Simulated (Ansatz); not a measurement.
Fields on a plane of SiO2 (rutile)

```yaml
crystal:
  lattice:
    - [4.18520, 0.00000, 0.00000]
    - [0.00000, 4.18520, 0.00000]
    - [0.00000, 0.00000, 2.66883]
  atoms:
    - { symbol: Si, position: [0.50000, 0.50000, 0.50000] }
    - { symbol: Si, position: [0.00000, 0.00000, 0.00000] }
    - { symbol: O, position: [0.80610, 0.80610, 0.50000] }
    - { symbol: O, position: [0.30610, 0.69390, 0.00000] }
    - { symbol: O, position: [0.69390, 0.30610, 0.00000] }
    - { symbol: O, position: [0.19390, 0.19390, 0.50000] }
```

The slice is a (-1 1 0) plane (indices of the conventional cell) through the point (0.806, 0.806, 0.500) (fractional), spanned by u = [001] and v = [110] in vectors of this cell: u (2.67 Å) and v (5.92 Å, at 90° to u). It covers one period; positions are fractions (u, v).

Atoms on it: Si at (0.00, 0.69); Si at (0.50, 0.19); O at (0.00, 0.00); O at (0.00, 0.39).

The numbers are results of r2SCAN (plane waves to 500 eV, PAW, scalar-relativistic; Ansatz, a program for electronic structure), not measurements. k mesh 8×8×12. These are valence fields of a PAW run, semicore shells included where kept as valence: close to a nucleus they are smooth pseudo fields. SiO2 was relaxed with its symmetry unable to fall.

```
|xxxx%%%%##--    --##%%%%xx|
|%%%%%%%%++..    ..++%%%%%%|
|@@@@%%**::        ::**%%@@|
|@@@@##--..        ..--##@@|
|%%##==..            ..==##|
|--::......        ......::|
|xxxx  ......    ......  xx|
|xxxx  ................  xx|
|xxxx  ................  xx|
|xxxx  ................  xx|
|::........        ........|
|##**--..            ..--**|
|@@@@##--..        ..--##@@|
|@@@@%%**::        ::**%%@@|
|@@@@@@##++..    ..++##@@@@|
|xxxx%%%%##--    --##%%%%xx|
|xxxx%%@@%%==....==%%@@%%xx|
|xxxx%%@@@@**::::**@@@@%%xx|
|xx%%@@@@@@**::::**@@@@@@%%|
|%%%%@@@@%%++....++%%@@@@%%|
|****####++::xxxx::++####**|
|..::::::..xxxxxxxx..::::::|
|....::::..xxxxxxxx..::::..|
|++++****==..xxxx..==****++|
|%%%%@@@@%%==    ==%%@@@@%%|
|##%%@@@@@@**::::**@@@@@@%%|
|xxxx%%@@@@**::::**@@@@%%xx|
|xxxx%%@@%%++....++%%@@%%xx|
```
Scale: ten equal steps from 0.03 (start of ' ') to 0.87 (end of '@'), in the order ' .:-=+*#%@'. Values: electron localisation function (ELF). The map has 13 points along u (two characters each, u = 0 at the left) and 28 along v (v = 0 in the bottom row). Points within 0.4 Å of a nucleus are blanked (x), as the pseudised field means little there.

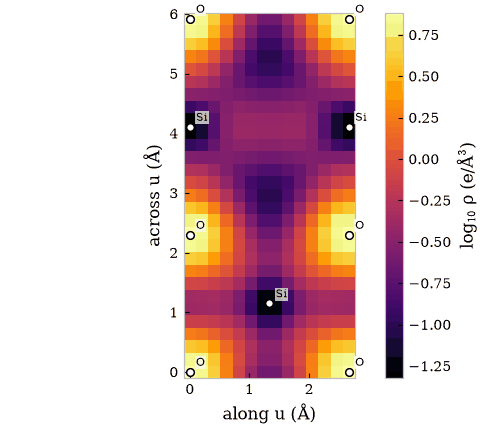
Figure: Log₁₀ of the valence density in e/Å³, one period of the plane, atoms marked. The scale is logarithmic, as a density can span decades between atoms and voids.

- Density on the Si–O line (1.76 Å) at its midpoint: 0.97 e/Å³
- ELF at that point: 0.9
- ELF maximum in the middle third of the Si–O line: 0.87, 1.0 Å from Si
